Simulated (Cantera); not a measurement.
Feed: 1 mol PbO, 1.3 mol O2, 8.6 mol N2, at 1150 K.

These are equilibrium values from Cantera (NASA tables, ideal gas, pure condensed phases), not measurements of a reactor. Candidate condensed phases: Pb, PbO, PbO2, Pb3O4; 12 gas species. Kinetics and transport are ignored.

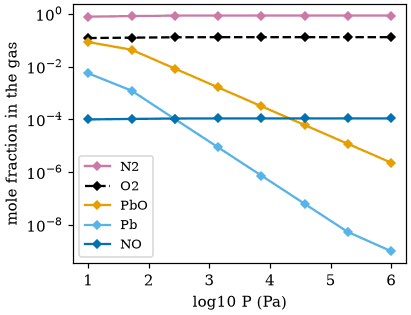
Figure: Equilibrium gas composition (values under 1e-9 drawn at 1e-9)

At 0.0750 Torr nothing is condensed. From 0.390 Torr to 7500 Torr the condensed part is PbO(yellow). The main Pb-bearing gas is PbO throughout.
